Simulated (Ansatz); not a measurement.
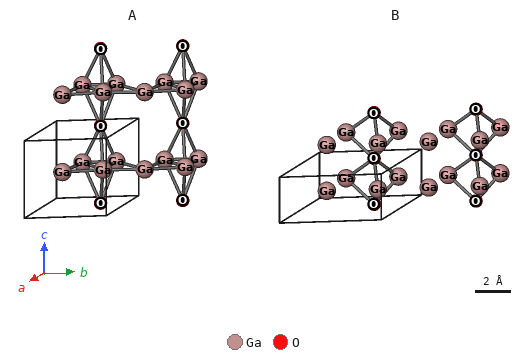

Two geometries of a crystal of Ga4O (a generated structure, set up in P-6m2) (coarse preliminary run), drawn at one scale. One is the start of a relaxation, the other its converged end. The picture is a ball-and-stick view of the cell of the calculation, repeated 1 × 2 × 2 with one cell outlined, seen slightly off an axis.

Computed with DFT PBE, scalar-relativistic, plane waves, PAW in Ansatz. Settings: plane-wave cutoff 420 eV; k-point mesh 6 × 6 × 4; occupations gaussian; smearing width 0.1 eV; no spin polarisation; cell and atoms relaxed; force threshold 0.04 eV/Å; at most 70 steps.

### Which one is relaxed?

Structure B is the relaxed one. The energy falls by 7.983 eV per cell of the calculation in 14 accepted moves (17 points after the start). Largest force component: 12 eV/Å at the start, 0.015 eV/Å at the end. Pressure: 29.09 GPa at the start and −0.09 GPa at the end. The line search rejected the trial step at point 9 of the run. The SCF was repeated twice at an unchanged geometry on a basis and grid sized afresh for the cell, which shifted the energy by 0.260 eV per cell of the calculation at most. The largest moves relative to the cell, 0.35 Å, are those of Ga atoms. O stays in place. Cell: a = b 4.842 → 6.005 Å (+24.0 %), c 4.684 → 2.779 Å (−40.7 %). Volume −8.8 %. Some distances before and after: Ga–Ga 1.992 → 3.076 Å, Ga–Ga 2.434 → 3.003 Å, Ga–O 2.609 → 2.255 Å. The space group stays P-6m2 (No. 187).

Limits of the set-up: layers or molecules are held without a dispersion correction, so their spacing is unreliable.
